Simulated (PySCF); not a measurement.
C4H6ClFO2

```xyz
14

F     0.9926   -0.5334    1.5686
C     1.6621   -0.3440    0.4008
Cl    2.9221    0.8731    0.6601
C     0.6964    0.1249   -0.7219
O    -0.0198    1.2620   -0.3749
C    -1.2330    0.8315    0.2235
C    -1.3784   -0.6370   -0.2234
O    -0.2248   -0.8805   -1.0171
H     2.1333   -1.2966    0.1342
H     1.3038    0.3343   -1.6122
H    -1.1730    0.9169    1.3130
H    -2.0296    1.4751   -0.1529
H    -2.2531   -0.8080   -0.8528
H    -1.3993   -1.3187    0.6327
```

Geometry: GFN2-xTB.

The calculation used PBE0/def2-SVPD, SCF density, gas phase in PySCF.

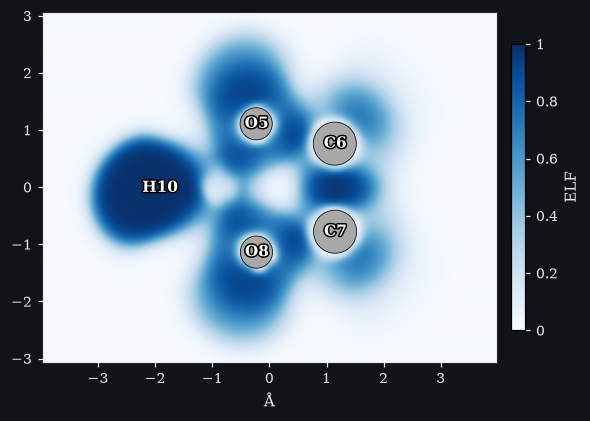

Figure 1. ELF on the plane of atoms C6, C7 and O8. Grey discs cover the atomic cores.

### Interpret the plot.

The section cuts through O, C and H sites.
C–C (1.54 Å): the ELF peaks at about 0.95 between the atoms (a covalent bond).
The ELF also peaks beside O8 and O5, away from the bonds: lone-pair regions.

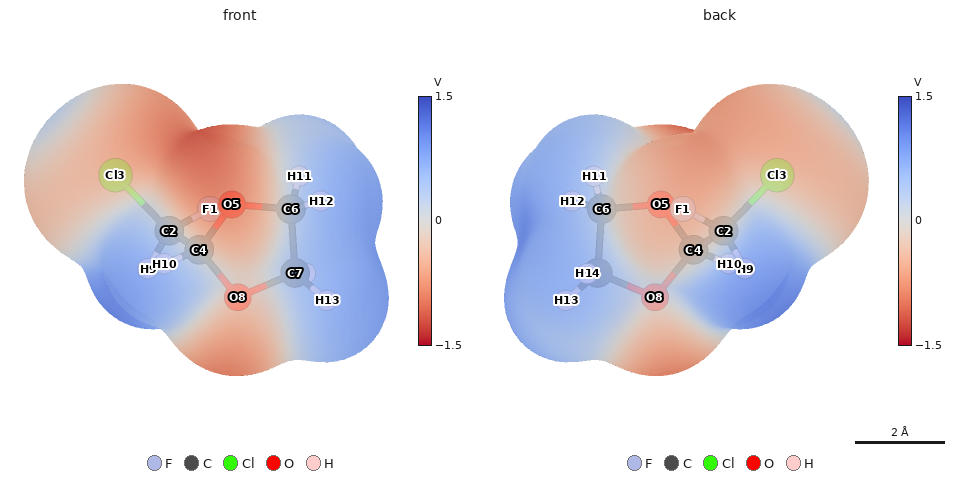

Figure 2. The electrostatic potential painted on the density surface at 0.001 e/bohr³, seen from the front and from behind; the colour scale runs from red (negative) to blue (positive).

### Which sites attract a positive test charge, and which a negative one?

A positive charge is drawn to the negative regions and a negative charge to the positive ones. The most negative region (about −1.2 V) lies over O5, the most positive (about +1.0 V) over the C and H atoms. Cl3 shows a σ-hole: about +0.2 V at the tip opposite its bond, against about −0.5 V on its flanks. O5 is the likeliest acceptor of a hydrogen bond.
